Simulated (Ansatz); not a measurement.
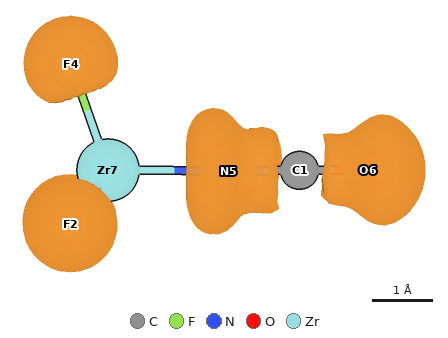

Figure. CF3NOZr (SMILES O=C=[N][Zr]([F])([F])[F]). Isosurface of the ELF at 0.75 (orange), seen from one side. Only the valence region is drawn (cores and ρ < 0.01 e/Å³ removed).

Geometry: PBE0-D4/def2-SVP; core potentials replace the inner electrons of Zr.

The calculation used isolated molecule in a Gaussian basis; Kohn-Sham density functional theory, functional PBE0 (Ansatz).

```json
{"atom": "C", "x (Å)": "1.1289", "y (Å)": "-1.3998", "z (Å)": "1.1387"}
{"atom": "F", "x (Å)": "0.5831", "y (Å)": "1.9749", "z (Å)": "-1.4103"}
{"atom": "F", "x (Å)": "-1.7942", "y (Å)": "1.6526", "z (Å)": "0.5420"}
{"atom": "F", "x (Å)": "-1.5623", "y (Å)": "-0.1909", "z (Å)": "-1.9304"}
{"atom": "N", "x (Å)": "0.4872", "y (Å)": "-0.5971", "z (Å)": "0.4980"}
{"atom": "O", "x (Å)": "1.7457", "y (Å)": "-2.1707", "z (Å)": "1.7542"}
{"atom": "Zr", "x (Å)": "-0.5885", "y (Å)": "0.7310", "z (Å)": "-0.5921"}
```

Question: Where are the electrons localised?

Answer: The ELF exceeds this value in one region on N in which the atom's valence shell and bonds are merged, one region on O in which the atom's valence shell and bonds are merged and three regions wrapped around F (the valence shell of each). Along the contacts the grid gives the following. C–O (1.16 Å): the ELF peaks at about 0.85 between the atoms; a short, multiple covalent bond. C–N (1.21 Å): the ELF peaks at about 0.85 between the atoms (a multiple bond).
